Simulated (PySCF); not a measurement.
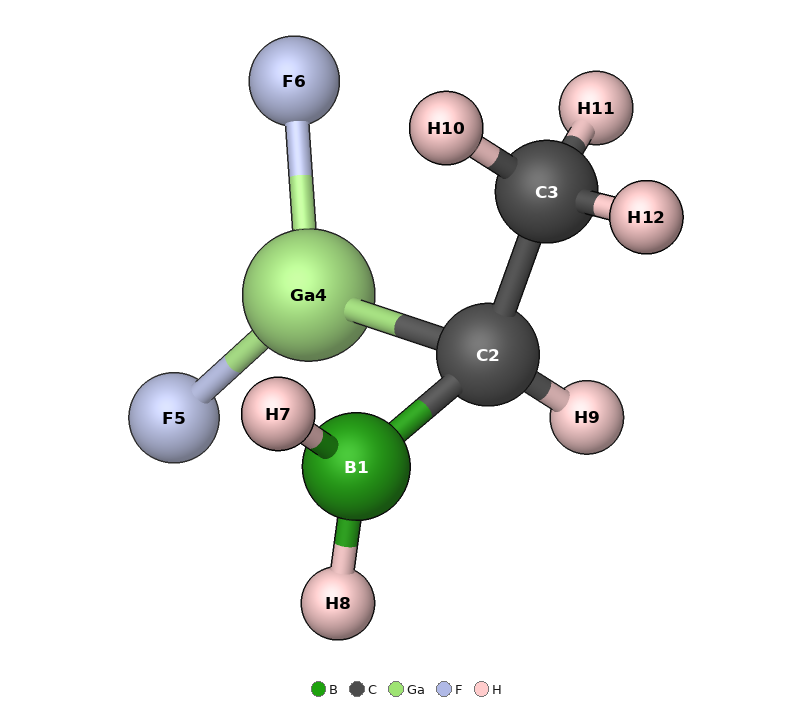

The geometry was computed by an optimisation with GFN2-xTB. No frequency run is at hand to confirm it as a minimum. Method: B3LYP/pcJ-1 (pcSseg-1 on Ga) indirect spin-spin coupling, non-relativistic, gas phase (PySCF 2.14.0). Isotopes: 11B, 13C, 19F, 1H.

Give the spin–spin coupling constants of these pairs, with the number of bonds between them: B1/H7, B1/H8, B1/H9, C2/F6, B1/H12, B1/F5, B1/F6, B1/H11, C3/F6.

```csv
pair,bonds apart,J (Hz)
"B1, H7",1,131.5
"B1, H8",1,134.9
"B1, H9",2,−1.8
"C2, F6",2,−8.7
"B1, H12",3,1.9
"B1, F5",3,−5.5
"B1, F6",3,−1.4
"B1, H11",3,11.1
"C3, F6",3,−1.4
```

Density functionals are unreliable for couplings to fluorine, so those rows may be far off.

The geometry is semi-empirical. Around B, Ga such bond lengths and angles can be off by a tenth of an ångström or more and by several degrees, and values that hang on the shape move with them.
